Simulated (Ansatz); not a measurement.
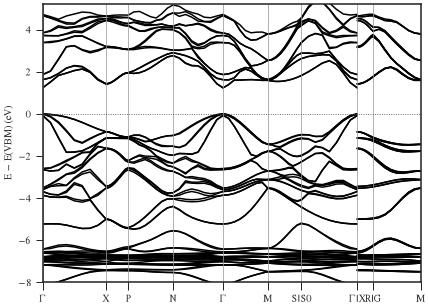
Figure. Band structure from DFT-r²SCAN with spin–orbit coupling in the program Ansatz with PAW potentials

Problem. Read off the gap and where the band edges lie.

Solution. About 1.2 eV (1.23 eV by a search for the band edges); maximum at Γ, minimum at Γ.

The material is ZnSnP2 (chalcopyrite, I-42d).

Symmetry was held in the r²SCAN relaxation.

Potentials: the later of the program's two PAW sets.
